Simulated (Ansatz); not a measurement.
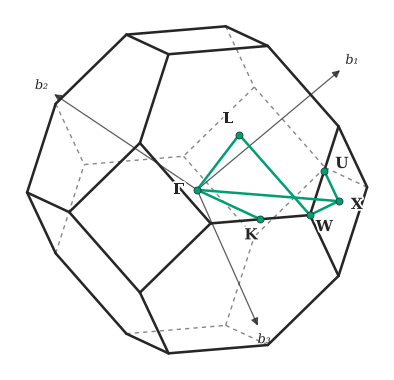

Crystal: Rh, the end point of a relaxation with DFT PBEsol, scalar-relativistic, plane waves, PAW (Ansatz 0.2.0). The figure shows the first Brillouin zone with its special points and a band path. Symmetry computed with spglib at a tolerance of 0.002 Å; standard conventional cell.

Labels and path follow the convention of Hinuma et al. (2017), as computed by seekpath; the arrows show the directions of the reciprocal primitive vectors b₁, b₂, b₃.

What lattice type do the shape and the labels point to?

Answer. A face-centred cubic lattice (cF; extended symbol cF2). The zone is a truncated octahedron in its combinatorial type: 14 faces (6 with 4 edges, 8 with 6 edges), 36 edges, 24 vertices.

Write the standard path through the labelled points.

Answer. Γ–X–U | K–Γ–L–W–X
